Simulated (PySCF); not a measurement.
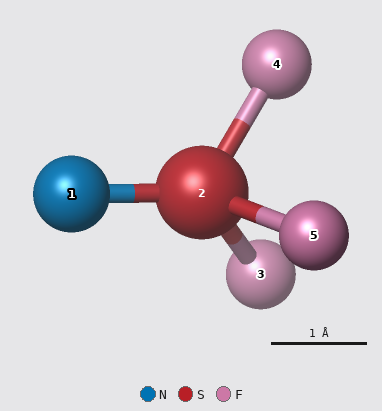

**Figure 1.** The structure as given in the input (ball-and-stick view, seen at a tilt; atoms are numbered from 1 in the order of the input). Bond lengths as drawn: F–S 1.62 Å and N–S 1.41 Å.

GW calculation, with input and output: NSF3

- system: NSF3, SMILES N#S(F)(F)F
- method: G0W0 (BLYP)/cc-pVDZ, RKS (PySCF 2.14.0)

The geometry comes from this level: GFN2-xTB.

### What the program printed
```
converged SCF energy = -752.299534238653
E(BLYP) = -752.299534239

WARN: GW QP energies may not be sorted from min to max

orbital   mean field (eV)   quasiparticle (eV)
  24      -8.0582     -11.4272
  25      -8.0560     -11.4247
  26      -3.1851       1.1816
  27      -0.6274       3.8328
```

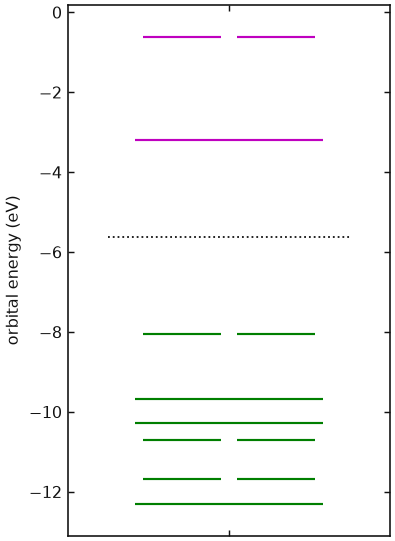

**Figure 2.** Orbital energies near the frontier; the dotted line parts filled from empty levels, and levels within 0.02 eV of each other stand side by side. Highest filled −8.06 eV, lowest empty −3.19 eV, 4.87 eV apart.

The run was set up as follows.

### Input (run.py)
```python
from pyscf import gto, dft, gw

mol = gto.Mole()
mol.atom = '''
N   -0.358080  -0.004690   1.626160
S   -0.053300  -0.000320   0.245520
F    1.060160  -0.972240  -0.423820
F   -1.148560  -0.328830  -0.906480
F    0.499780   1.306070  -0.541380
'''
mol.charge = 0
mol.spin = 0
mol.max_memory = 1860
mol.basis = 'cc-pvdz'
mol.verbose = 3
mol.build()

mf = dft.RKS(mol, xc='blyp')
mf.conv_tol = 1e-10
mf.grids.level = 4
mf.kernel()
if not mf.converged:
    mf = mf.newton().run(mf.mo_coeff, mf.mo_occ)

etot = mf.e_tot
print('E(%s) = %.9f' % ('BLYP', etot))

nocc = mol.nelec[0]
orbs = list(range(max(0, nocc - 2), min(mol.nao, nocc + 2)))
mygw = gw.GW(mf, freq_int='ac')
mygw.orbs = orbs
mygw.kernel()
print('orbital   mean field (eV)   quasiparticle (eV)')
for p in orbs:
    print('%4d %12.4f %12.4f' % (p + 1, mf.mo_energy[p] * 27.211386, mygw.mo_energy[p] * 27.211386))
```

Run as:
```bash
OMP_NUM_THREADS=1 python run.py
```

### Key numbers

- outcome: converged
- total energy: −752.299534 hartree
- basis functions: 74
- HOMO: −8.06 eV
- LUMO: −3.19 eV
- dipole moment: 1.05 D
- hardware: 1 thread of Intel Xeon @ 2.50GHz (Skylake/Cascade Lake), 189 GiB of memory available, shared host
- wall time: 29 s
- peak memory: 0.4 GiB
